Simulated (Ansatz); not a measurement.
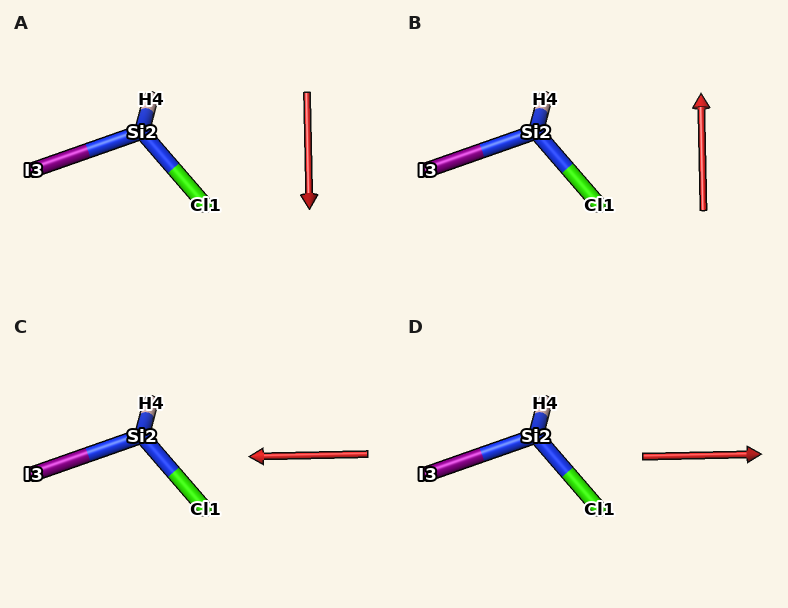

The same molecule four times, each with an arrow. The species is neutral and a spin doublet. The geometry was computed by an optimisation with PBE0-D4/def2-TZVP. No frequency run is at hand to confirm it as a minimum. Level of theory: UKS PBE0-D4/def2-TZVP, core potentials on I (Ansatz 0.2.0).

**Which arrow points along the dipole moment, from the negative to the positive end?**

B. The dipole moment is 0.83 D; it points from the side of Cl1 to the side of H4 (the outermost atoms at the two ends).
